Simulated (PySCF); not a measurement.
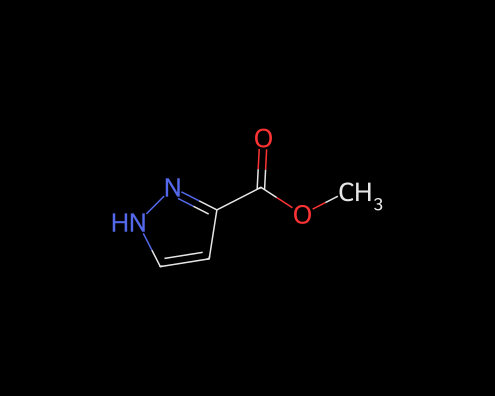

2D structure.

**Write the SMILES.**

COC(=O)c1cc[nH]n1

**What is the molecular formula?**

C5H6N2O2.

**An optimisation with GFN2-xTB gave a structure of which point group?**

Cs. Other conformers may differ.

More results for the same structure follow; atom numbers are the same in all pictures, views and colours differ. The computed structure is the end point of a GFN2-xTB optimisation. No frequency run is at hand to confirm it as a minimum.

## Shape

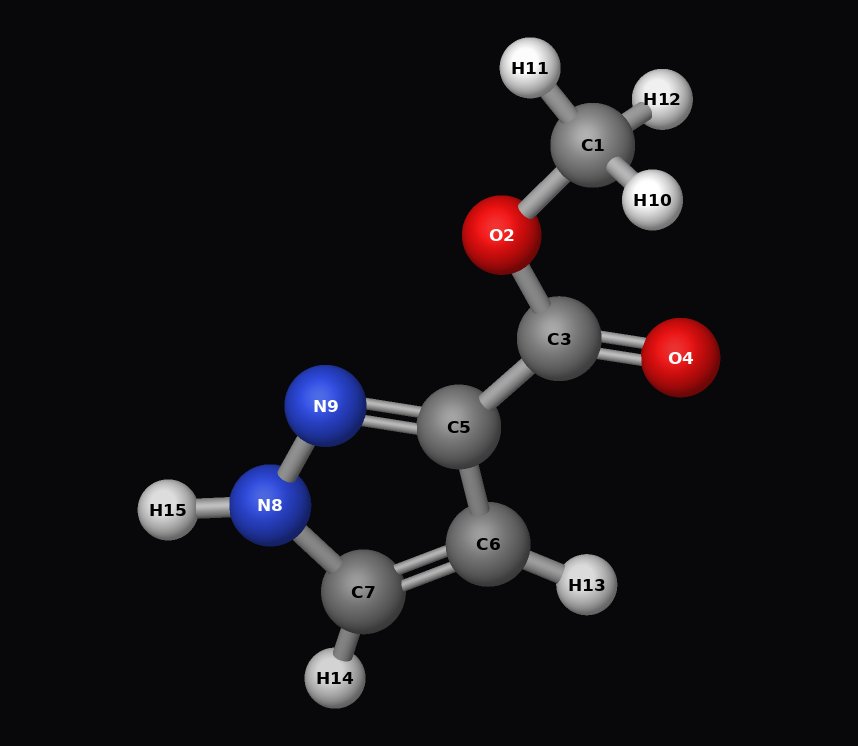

Numbered structure. No frequency run is at hand to confirm it as a minimum.

Give the bond lengths.

```json
{"bond": "C1–O2", "length (Å)": "1.419", "order": "single"}
{"bond": "C1–H10", "length (Å)": "1.092", "order": "single"}
{"bond": "C1–H11", "length (Å)": "1.087", "order": "single"}
{"bond": "C1–H12", "length (Å)": "1.092", "order": "single"}
{"bond": "O2–C3", "length (Å)": "1.336", "order": "single"}
{"bond": "C3–O4", "length (Å)": "1.208", "order": "double"}
{"bond": "C3–C5", "length (Å)": "1.469", "order": "single"}
{"bond": "C5–C6", "length (Å)": "1.413", "order": "aromatic"}
{"bond": "C5–N9", "length (Å)": "1.328", "order": "aromatic"}
{"bond": "C6–C7", "length (Å)": "1.371", "order": "aromatic"}
{"bond": "C6–H13", "length (Å)": "1.069", "order": "single"}
{"bond": "C7–N8", "length (Å)": "1.352", "order": "aromatic"}
{"bond": "C7–H14", "length (Å)": "1.071", "order": "single"}
{"bond": "N8–N9", "length (Å)": "1.319", "order": "aromatic"}
{"bond": "N8–H15", "length (Å)": "1.009", "order": "single"}
```

## Dipole moment

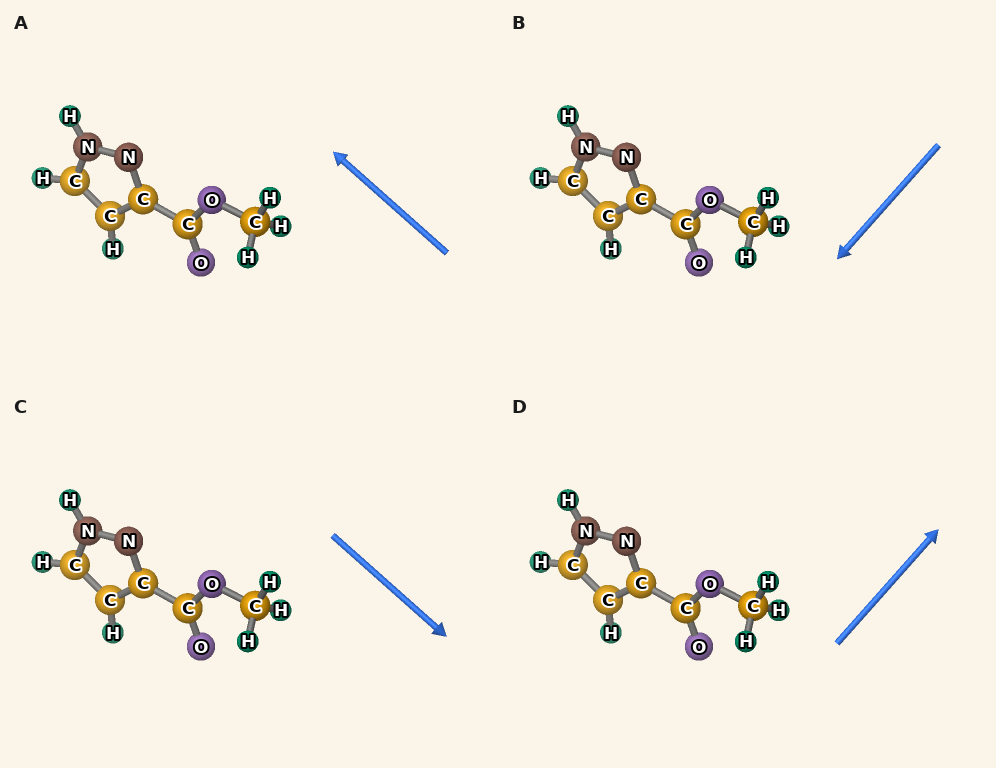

The same molecule four times, each with an arrow. No frequency run is at hand to confirm it as a minimum. Method: PBE0/pcSseg-1, gas phase (PySCF 2.14.0).

**Which arrow points along the dipole moment, from the negative to the positive end?**

A. The dipole moment is 3.06 D.

## NMR shielding

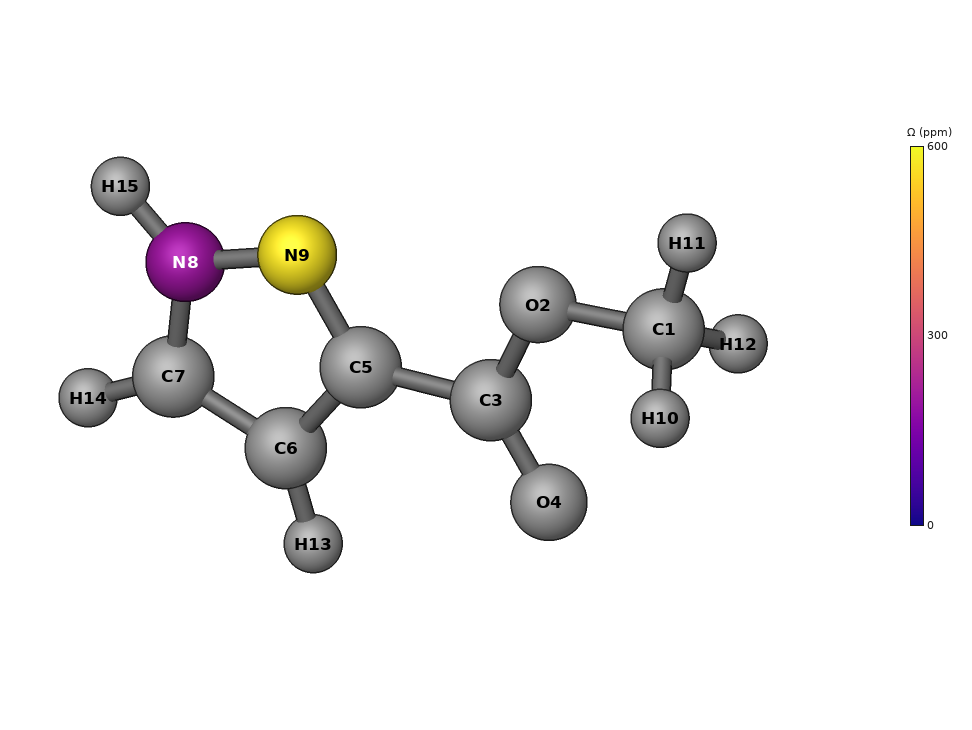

The N atoms are coloured by the span of their shielding tensor. No frequency run is at hand to confirm it as a minimum. Properties computed with GIAO PBE0/pcSseg-1 NMR shielding, non-relativistic, gas phase (PySCF 2.14.0). Principal shieldings σ11 ≤ σ22 ≤ σ33, span Ω = σ33 − σ11, skew κ = 3(σiso − σ22)/Ω.

**Which N atom has the most anisotropic shielding?**

N9, with a span of 571 ppm.

Give the shielding tensors of the N atoms.

```json
{"atom": "N8", "σ11": "−70.3", "σ22": "71.6", "σ33": "129.9", "σiso": "43.7", "Ω": "200.1", "κ": "−0.42"}
{"atom": "N9", "σ11": "−380.0", "σ22": "−79.0", "σ33": "191.2", "σiso": "−89.3", "Ω": "571.2", "κ": "−0.05"}
```

Shieldings and span in ppm.

## Ring current

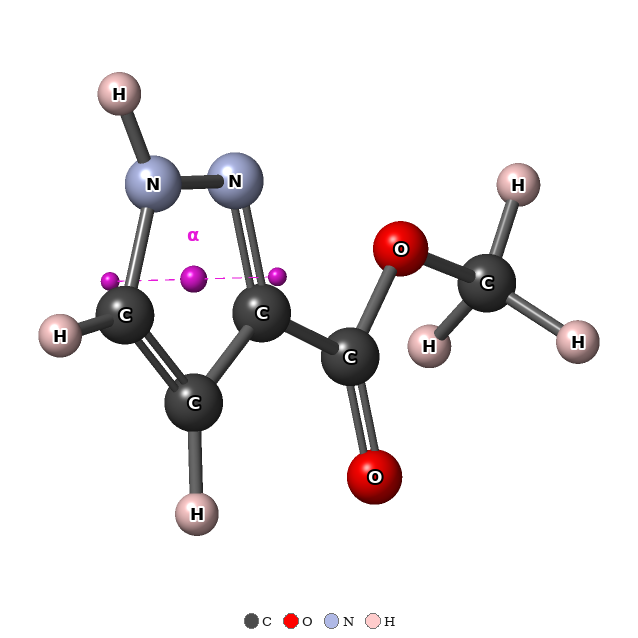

The small points mark where nucleus-independent chemical shifts (NICS) were computed: at the centre of each lettered ring and 1 Å above and below it. No frequency run is at hand to confirm it as a minimum. Level of theory: GIAO PBE0/pcSseg-1 NMR shielding, non-relativistic, gas phase (PySCF 2.14.0).

Give NICS(0), NICS(1) and the out-of-plane component NICS(1)zz for each ring (means of the two sides).

```csv
ring,members,NICS(0),NICS(1),NICS(1)zz
α,C3N2,−13.8,−12.3,−31.2
```

Values in ppm.

**What do the values say about the ring currents?**

Ring α: diatropic, as in an aromatic ring. NICS is one index among several.
